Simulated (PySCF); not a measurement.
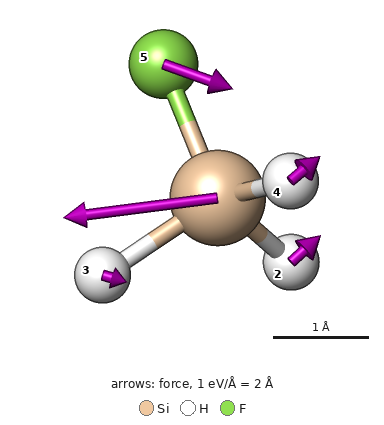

Starting geometry of SiH3F with the computed forces as purple arrows. A ball-and-stick model, seen from a free direction.

It is one of the separated products of a reaction.

All numbers below come from RKS PBE0-D4/def2-TZVP, density fitting in PySCF. 

Is this structure relaxed? If not, where do the atoms go?

Answer. It isn't relaxed: the largest force vector, on the Si atom, is 0.82 eV/Å. The final displacements follow the starting forces only in part (cosine between the two patterns 0.71). The largest moves after the best rigid fit, 0.040 Å, are those of Si and F atoms. By element the largest moves are F 0.040 Å, Si 0.040 Å, H 0.035 Å. Near-neighbour distances that change, for instance: F–Si 1.608 → 1.600 Å, H–Si 1.489 → 1.482 Å. Among the angles between lasting bonds that change: H–Si–F 104.7° → 108.3°, H–Si–H 113.1° → 110.6°, H–Si–F 110.7° → 108.3°. After 4 geometry steps the energy has fallen by 0.62 kcal/mol. The run took 27 s on 4 threads of Intel Xeon @ 2.50GHz, with other jobs on the host.
